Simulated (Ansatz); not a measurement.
# C₃H₉ClO₃Si: molecular dynamics (part 2 of 2)

C₃H₉ClO₃Si; RKS PBE0-D4/STO-3G (Ansatz 0.2.0). The run did not end well. One setting was made poor on purpose. It belongs to a series of runs on one base structure; here: dynamics from the start.

Geometry of the input (Å):
```
Si 0.0191  -0.1916  -0.4186
Cl 0.0061  0.0351  1.6982
O  1.5562  -0.0080  -1.0806
C  2.4669  -1.0571  -0.6465
H  2.1039  -2.0751  -0.8940
H  3.4232  -0.8963  -1.1751
H  2.6693  -1.0208  0.4437
O  -0.8235  1.0799  -1.1381
C  -2.1418  1.3220  -0.5783
H  -2.1421  1.3780  0.5292
H  -2.4873  2.2965  -0.9678
H  -2.8843  0.5567  -0.8848
O  -0.4933  -1.7608  -0.7842
C  -1.6765  -2.2123  -0.0768
H  -1.6394  -2.0025  1.0115
H  -2.6104  -1.7689  -0.4801
H  -1.7422  -3.3075  -0.2112
```

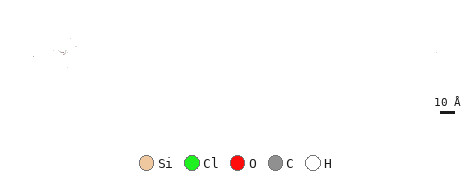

**Figure 1.** The geometry at step 7 of the log (ball-and-stick view, seen at an oblique angle).

**Trajectory as extended XYZ, continued**
```
17
Properties=species:S:1:pos:R:3:forces:R:3 step=1 time_fs=4.0 energy=-29433.22444 temperature=906.6
Si    0.0072   -0.1929   -0.4333    0.7968   0.7974   0.6323
Cl    0.0248    0.0340    1.7082   -0.0573  -0.0367  -0.3807
O     1.5536   -0.0305   -1.0882    0.4301  -0.2332  -0.1177
C     2.5053   -1.0857   -0.6222    0.0897   4.9036  -2.6956
H     2.2223   -1.9854   -1.0003   -1.6173  -4.3939  -0.7791
H     3.4524   -0.8977   -1.1863   -0.1204   0.4315   1.0712
H     2.5417   -1.0013    0.4225    0.9219  -0.5093   2.5253
O    -0.8348    1.0817   -1.1449    0.3441   0.1418   0.3783
C    -2.1472    1.3253   -0.5774    1.4611   1.9408   1.7644
H    -2.2376    1.5516    0.5351    0.8175  -0.5523  -0.8494
H    -2.4866    2.2591   -1.0284   -0.6276   0.0989  -0.6867
H    -2.7675    0.4984   -0.7642   -2.0648  -1.6099  -0.6936
O    -0.4807   -1.7431   -0.7657   -1.8496  -1.1036  -0.4446
C    -1.7068   -2.1979   -0.0866   -2.9425  -2.3373  -8.7835
H    -1.7414   -1.8039    0.7952    0.3605   1.4788   8.2758
H    -2.8340   -1.9295   -0.4017    2.8082   0.8703  -0.8302
H    -1.8582   -3.2776   -0.3357    1.2498   0.1131   1.6138
17
Properties=species:S:1:pos:R:3:forces:R:3 step=2 time_fs=8.0 energy=-29422.30906 temperature=2806.9
Si    0.0003   -0.1893   -0.4435    0.7464   0.6326   1.0923
Cl    0.0382    0.0310    1.7133    0.1501   0.1911  -0.4403
O     1.5560   -0.0510   -1.0954    1.4986  -0.9096   0.2038
C     2.5455   -1.0473   -0.6395   -7.7974  -4.8412   4.8380
H     2.0933   -2.5745   -1.2175    1.7269   5.4315   2.2987
H     3.4735   -0.8623   -1.0296    3.8294   0.9951  -1.6353
H     2.5506   -1.0574    0.7766    0.2421  -0.3132  -5.7112
O    -0.8431    1.0900   -1.1444    0.1547   0.1368   0.5063
C    -2.1328    1.3537   -0.5553   -4.0548  -4.2191  -8.3188
H    -2.2158    1.6490    0.3975    0.2043   1.1295   5.7203
H    -2.5775    2.2274   -1.1880    0.5595  -1.7189   0.9644
H    -2.9799    0.2230   -0.7557    3.1116   4.7293   0.9750
O    -0.4848   -1.7370   -0.7588   -3.1720  -1.7139   0.2735
C    -1.7693   -2.2128   -0.2059   13.7929  -0.0952   7.0032
H    -1.7877   -1.3750    1.8328    0.0680  -1.8308  -3.9439
H    -2.6079   -1.9581   -0.4492  -11.7346   5.3517  -4.3392
H    -1.7781   -3.2547   -0.2292    0.6743  -2.9556   0.5132
17
Properties=species:S:1:pos:R:3:forces:R:3 step=3 time_fs=12.0 energy=-29406.51435 temperature=11377.0
Si    0.0013   -0.1802   -0.4448    0.8680   1.4068   1.1716
Cl    0.0487    0.0271    1.7153    0.2710   0.0393  -0.8269
O     1.5736   -0.0817   -1.0989   -0.0157  -0.2296   0.5261
C     2.4891   -1.0705   -0.5991    1.4900  -1.6109 -23.8401
H     2.1935   -2.3575   -1.0793    1.3875   5.1966   1.6215
H     4.0774   -0.6703   -1.1329   -5.9778  -1.4647   1.7871
H     2.5969   -1.1741    0.2470    2.2665  -1.7564  20.0425
O    -0.8492    1.1017   -1.1363   -0.0921  -0.3263   0.1016
C    -2.1708    1.3262   -0.6385   18.4109  12.0238   9.2303
H    -2.1551    1.9150    1.1267   -0.0703  -1.6695  -5.5554
H    -2.5880    1.9506   -1.2065   -3.8691   8.0648  -5.6135
H    -2.7277    0.6985   -0.6129  -14.1694 -18.3590   1.6049
O    -0.5210   -1.7437   -0.7546    0.1678  -1.9831  -0.3649
C    -1.6542   -2.2314   -0.2358   -2.1244  -3.1404   2.4758
H    -1.8227   -1.2163    2.2466   -0.0003  -0.6551  -1.5195
H    -4.1585   -1.1829   -1.1654    1.0928  -0.4093   0.3134
H    -1.5873   -3.7217   -0.0797    0.3644   4.8732  -1.1546
17
Properties=species:S:1:pos:R:3:forces:R:3 step=4 time_fs=16.0 energy=-29299.88326 temperature=3657185.9
Si    0.0073   -0.1631   -0.4371    2.4837  -1.0595   1.4516
Cl    0.0558    0.0218    1.7156   -0.4352  -0.2277  -0.4559
O     1.5822   -0.1205   -1.0977   -2.2173   1.5422  -0.6810
C     2.4560   -1.1145   -0.8663  -42.2217 506.5883 -361.9941
H     2.4825   -1.3610   -0.6899   49.2129 -506.4646 362.3727
H     3.7643   -0.7065   -1.0011   -5.6661  -1.3515   0.2235
H     2.9859   -1.5492    2.7626   -0.0794   0.0834  -0.3229
O    -0.8544    1.1085   -1.1297    2.0423  -0.8184  -0.8779
C    -1.9697    1.4490   -0.6053   -5.7601   4.4069   3.0950
H    -2.0949    1.9322    1.0019    1.0867  -1.6791  -4.2998
H    -3.2031    2.9102   -2.0760    1.2108  -1.2505   1.3360
H    -4.6301   -1.6300   -0.2338   -1.2350   1.7807  -2.5270
O    -0.5550   -1.7739   -0.7542    5.4169   2.0303  -2.1902
C    -1.5743   -2.2943   -0.2388   -5.2993  -3.2930   3.7343
H    -1.8684   -1.1721    2.4033    0.2194  -0.0389  -0.4687
H    -5.5263   -0.4847   -1.8351    1.4149  -1.8036   2.5253
H    -1.3248   -3.4795   -0.1310   -0.1734   1.5551  -0.9209
17
Properties=species:S:1:pos:R:3:forces:R:3 step=5 time_fs=20.0 energy=-29368.89006 temperature=14087488.8
Si    0.0244   -0.1497   -0.4174    3.7576  -3.4662   1.3410
Cl    0.0578    0.0160    1.7127   -0.3670   0.0008  -0.1316
O     1.5616   -0.1496   -1.1015    4.7772  -2.3920   0.1756
C     1.8870    5.2889   -5.7317   -0.0049  -0.0007   0.0021
H    10.2242  -77.1703   54.6517    0.0000   0.0002  -0.0001
H     2.6020   -0.9531   -0.8520   -6.0985   3.5206  -0.4896
H     3.3559   -1.8858    5.1710   -0.0321   0.0056  -0.0238
O    -0.8429    1.1037   -1.1307    0.2625  -0.2512  -1.7845
C    -1.8430    1.6191   -0.5361   -1.6795  -1.0540 -42.1472
H    -1.8743    1.7080    0.2049   -1.0232   3.4697  42.5096
H    -3.6437    3.6761   -2.7151    0.0718  -0.0939   0.0916
H    -6.6812   -3.6381   -0.2599    0.0019   0.2179  -0.1138
O    -0.5394   -1.7918   -0.7732    2.5893   5.1848  -0.9280
C    -1.5686   -2.3987   -0.1960  -17.7838  23.7216   5.4090
H    -1.8830   -1.1448    2.4759    0.1695  -0.0977  -0.3517
H    -6.6624   -0.0731   -2.1164    0.0061  -0.2107   0.1118
H    -1.0756   -3.0142   -0.3209   15.3531 -28.5547  -3.6705
17
Properties=species:S:1:pos:R:3:forces:R:3 step=6 time_fs=24.0 energy=-29345.76927 temperature=13632213.6
Si    0.0590   -0.1548   -0.3880  -39.0126  44.5069  38.2723
Cl    0.0587    0.0114    1.7094    0.2392   0.6237   0.4069
O     1.5888   -0.2054   -1.0973   -2.0579   0.6896   1.0744
C     1.3275   11.5651  -10.4999   -0.0003   0.0000   0.0000
H    17.8258 -151.4727  108.8920    0.0000   0.0000   0.0000
H     0.5289   -0.6562   -0.7837   46.6191 -45.8698 -37.7686
H     3.7248   -2.2028    7.5192   -0.0250   0.0191  -0.0091
O    -0.8274    1.0917   -1.1470    7.6150  -4.5527  -3.1990
C    -1.7366    1.7680   -1.0021   -9.9432   7.4713   1.4572
H    -1.8370    2.0160    5.8562    0.0250  -0.0171   0.0041
H    -4.0697    4.4374   -3.3088    0.0729  -0.0804   0.0551
H    -8.7005   -5.5612   -0.3003    0.0078   0.0395  -0.0140
O    -0.5028   -1.7613   -0.7952   -8.2217  -3.6062   2.7454
C    -1.7926   -2.2003   -0.0895    4.7824   1.4981  -1.3121
H    -1.8614   -1.1465    2.4878   -0.1014  -0.6927  -1.7258
H    -7.7671    0.2826   -2.3797    0.0019  -0.0349   0.0131
H     1.4988   -6.8854   -1.0620   -0.0012   0.0057  -0.0001
17
Properties=species:S:1:pos:R:3:forces:R:3 step=7 time_fs=28.0 energy=-29355.99563 temperature=13213710.8
Si   -0.1208    0.0787   -0.1479    9.4868  -8.8407  -7.6203
Cl    0.0592    0.0078    1.7128    0.4548   0.6269   7.6288
O     1.5973   -0.2583   -1.0769   -4.6616   1.5453   2.9713
C     0.7758   17.7207  -15.1733   -0.0001  -0.0002   0.0001
H    25.2809 -224.2933  162.0526    0.0000   0.0000   0.0000
H     5.5520   -7.3219   -6.4679   -0.0131  -0.0287   0.0400
H     4.1050   -2.5201    9.8245   -0.0219   0.0179   0.0057
O    -0.7365    1.0300   -1.2009   -8.4763   8.5987  -4.9888
C    -1.7567    2.0112   -1.4348    4.4894  -4.1798   0.9780
H    -1.8015    2.3034   11.3992    0.0218  -0.0178  -0.0060
H    -4.4727    5.1827   -3.8615   -0.0231  -0.0335   0.0108
H   -10.6627   -7.4308   -0.3163    0.0003   0.0001   0.0000
O    -0.5497   -1.7677   -0.7852   -7.5344   2.0716   5.4757
C    -1.9490   -1.9885   -0.0040    6.4913   1.1479  -1.5887
H    -1.8482   -1.2613    2.2299   -0.2568  -0.9657  -2.8594
H    -8.8330    0.5983   -2.6442    0.0300   0.0291  -0.0071
H     4.0261  -10.6792   -1.7898    0.0130   0.0287  -0.0400
17
Properties=species:S:1:pos:R:3:forces:R:3 step=8 time_fs=32.0 energy=-29354.92847 temperature=12695373.3
Si   -0.2473    0.2557    0.0501    4.1758  -4.7561 -18.4224
Cl    0.0594    0.0058    1.7521    2.3617  -1.3793  15.5999
O     1.5564   -0.2978   -1.0238   -4.6526   1.7312   3.2037
C     0.2324   23.7557  -19.7483    0.0000  -0.0001   0.0001
H    32.5850 -295.6545  214.1688    0.0000   0.0000   0.0000
H    10.4485  -13.8703  -12.0582   -0.0062  -0.0008   0.0151
H     4.4609   -2.8457   12.1062   -0.0127   0.0111   0.0096
O    -0.7300    1.0479   -1.3063   -6.5369   7.4110  -4.5956
C    -1.7217    2.1983   -1.8437    4.9748  -5.8113   2.9555
H    -1.7453    2.5532   16.8414    0.0127  -0.0110  -0.0098
H    -4.8734    5.8924   -4.3991   -0.0204  -0.0245   0.0085
H   -12.5564   -9.2609   -0.3304    0.0001   0.0001   0.0000
O    -0.6662   -1.7520   -0.7187   -5.5320   3.3833   5.6827
C    -2.0127   -1.7605    0.0629    4.9073   0.3342   0.0620
H    -1.8706   -1.5056    1.5315    0.2986  -0.9114  -4.4878
H    -9.8751    0.8880   -2.9090    0.0238   0.0228  -0.0064
H     6.5096  -14.3808   -2.4956    0.0062   0.0008  -0.0151
17
Properties=species:S:1:pos:R:3:forces:R:3 step=9 time_fs=36.0 energy=-29299.50292 temperature=13285177.3
Si   -0.3498    0.4027    0.1454    1.0792  -2.5933 -13.4832
Cl    0.0668   -0.0014    1.8595    2.5869  -2.2287  11.4319
O     1.4695   -0.3162   -0.9440   -3.9336   1.8713   2.5749
C    -0.2988   29.6724  -24.2273    0.0000  -0.0001   0.0001
H    39.7690 -365.6038  265.2667    0.0000   0.0000   0.0000
H    15.2250  -20.3018  -17.5606   -0.0028   0.0010   0.0063
H     4.7990   -3.1650   14.3331   -0.0070   0.0064   0.0085
O    -0.7875    1.1332   -1.4557   -5.8561   7.6088  -6.1447
C    -1.6214    2.3113   -2.2044    5.1531  -7.3671   5.1579
H    -1.6812    2.7660   22.1833    0.0070  -0.0064  -0.0085
H    -5.2833    6.5682   -4.9330   -0.0187  -0.0190   0.0064
H   -14.3990  -11.0613   -0.3590    0.0001   0.0002  -0.0001
O    -0.8304   -1.7009   -0.5953    1.8829   5.1655  -1.6809
C    -2.0129   -1.5249    0.1320  -137.3259 300.2322 -29.2309
H    -1.8383   -1.8757    0.1591  136.4129 -302.6884  31.3746
H   -10.8838    1.1538   -3.1535    0.0193   0.0185  -0.0061
H     8.9306  -18.0084   -3.1811    0.0027  -0.0010  -0.0063
17
Properties=species:S:1:pos:R:3:forces:R:3 step=10 time_fs=40.0 energy=-29343.84215 temperature=15826178.2
Si   -0.4430    0.5347    0.1648    2.2550  -6.0294  -5.7425
Cl    0.0827   -0.0194    2.0138    0.8900  -0.6591   3.5738
O     1.3478   -0.3103   -0.8502   -5.4188   1.3350   2.4033
C    -0.8206   35.4727  -28.6197    0.0000   0.0000   0.0000
H    46.8322 -434.1814  315.3682    0.0000   0.0000   0.0000
H    19.9160  -26.6066  -22.9620   -0.0015   0.0009   0.0033
H     5.1437   -3.4726   16.5071   -0.0040   0.0038   0.0065
O    -0.8999    1.2827   -1.6625   -4.6278   8.7364  -8.3067
C    -1.4539    2.3323   -2.4885    4.3628  -8.5313   7.2321
H    -1.6152    2.9692   27.4203    0.0040  -0.0038  -0.0065
H    -5.6818    7.2336   -5.4722    0.0090  -0.0144   0.0108
H   -16.2100  -12.8239   -0.4127    0.0023   0.0071  -0.0015
O    -0.9733   -1.6050   -0.4942    2.2438   5.2651   0.9097
C    -3.7599    2.5255   -0.1726    0.2847  -0.1035  -0.0803
H    18.8837  -48.1315    3.5895    0.0000   0.0001   0.0000
H   -11.8468    1.4064   -3.3798   -0.0007  -0.0060   0.0013
H    11.2851  -21.5713   -3.8558    0.0015  -0.0009  -0.0033
17
Properties=species:S:1:pos:R:3:forces:R:3 step=11 time_fs=44.0 energy=-29345.74858 temperature=15214603.5
Si   -0.5233    0.6344    0.1504    3.5185  -7.3298  -0.6190
Cl    0.0991   -0.0399    2.1773   -0.3340   0.5394  -0.6218
O     1.1778   -0.2860   -0.7392   -5.5478   1.3909   1.9989
C    -1.3262   41.1567  -32.9299    0.0000  -0.0001   0.0000
H    53.7514 -501.4200  364.4890    0.0000   0.0000   0.0000
H    24.5235  -32.7860  -28.2353   -0.0010   0.0007   0.0021
H     5.4863   -3.7616   18.6505   -0.0025   0.0025   0.0050
O    -1.0553    1.5087   -1.9452    3.9928 -16.8621  15.5140
C    -1.2377    2.2463   -2.6722   -4.2432  17.1947 -16.8091
H    -1.5504    3.1619   32.5544    0.0025  -0.0025  -0.0050
H    -6.0681    7.9082   -6.0133   -0.0088  -0.0130   0.0128
H   -17.9867  -14.5492   -0.4640    0.0024   0.0026  -0.0002
O    -1.0935   -1.4668   -0.3885    2.6094   5.0677   0.5352
C    -5.4670    6.4901   -0.4783   -0.0013  -0.0004  -0.0080
H    39.2031  -93.4828    6.9740    0.0000   0.0000   0.0000
H   -12.7930    1.6553   -3.5871    0.0120   0.0100  -0.0029
H    13.5983  -25.0637   -4.5109    0.0010  -0.0007  -0.0021
17
Properties=species:S:1:pos:R:3:forces:R:3 step=12 time_fs=48.0 energy=-29348.12368 temperature=14623249.1
Si   -0.5851    0.6939    0.1334    3.3215  -7.4513   0.3884
Cl    0.1111   -0.0536    2.3365   -0.7759   1.0577  -1.7003
O     0.9614   -0.2453   -0.6078   -5.8297   1.1544   1.5629
C    -1.8132   46.7243  -37.1587    0.0000  -0.0001   0.0000
H    60.5330 -567.3418  412.6471    0.0000   0.0000   0.0000
H    29.0337  -38.8471  -33.3806   -0.0007   0.0005   0.0014
H     5.8234   -4.0377   20.7507   -0.0017   0.0017   0.0039
O    -1.1688    1.5649   -2.0779    0.4313   5.2499  -6.8165
C    -1.0833    2.3812   -3.0669   -0.5140  -5.2245   6.4276
H    -1.5059    3.3219   37.5903    0.0017  -0.0017  -0.0039
H    -6.4569    8.5862   -6.5450   -0.0097  -0.0070   0.0114
H   -19.7282  -16.2561   -0.4972    0.0019   0.0020   0.0000
O    -1.1911   -1.2864   -0.2767    3.3641   5.2136   0.1366
C    -7.1373   10.3737   -0.7860    0.0003  -0.0041  -0.0070
H    59.1483 -137.9482   10.2899    0.0000   0.0000   0.0000
H   -13.7287    1.8853   -3.7756    0.0102   0.0093  -0.0030
H    15.8744  -28.4910   -5.1503    0.0007  -0.0005  -0.0014
17
Properties=species:S:1:pos:R:3:forces:R:3 step=13 time_fs=52.0 energy=-29348.74278 temperature=14049978.0
Si   -0.6266    0.7126    0.1175    0.3439  -3.7666   1.9730
Cl    0.1198   -0.0593    2.4910   -0.7489   1.0305  -1.4774
O     0.6943   -0.1895   -0.4579   -3.6290  -1.1549  -0.0585
C    -2.2880   52.1782  -41.3059    0.0000   0.0000   0.0000
H    67.1837 -631.9513  459.8683    0.0000   0.0000   0.0000
H    33.4584  -44.7990  -38.4296   -0.0005   0.0004   0.0010
H     6.1474   -4.3134   22.8005   -0.0012   0.0012   0.0031
O    -1.2741    1.6644   -2.2730    3.0950   7.1230 -10.0722
C    -0.9363    2.4491   -3.3731   -3.0754  -7.2073  10.1422
H    -1.4679    3.4677   42.5260    0.0012  -0.0012  -0.0031
H    -6.8447    9.2452   -7.0833   -0.0087  -0.0056   0.0066
H   -21.4388  -17.9613   -0.5275    0.0015   0.0016   0.0000
O    -1.2616   -1.0611   -0.1634    4.0122   3.9752  -0.5080
C    -8.7697   14.1812   -1.0927    0.0008  -0.0038  -0.0027
H    78.7386 -181.5228   13.5362    0.0000   0.0000   0.0000
H   -14.6590    2.0817   -3.9692    0.0085   0.0079  -0.0030
H    18.1025  -31.8581   -5.7863    0.0005  -0.0004  -0.0010
```

**What the run reported**

```tsv
quantity	value
outcome	stopped at the time limit
mean temperature over the second half	14129753 K
trajectory	13 steps, 52 fs
ensemble	nvt_langevin
temperature in the input	700.0 K
time step	4.0 fs
wall time	14 min
peak memory	0.24 GiB
```

The run was cut off by its time limit, so the output is incomplete. A deliberately poor setting: time step.
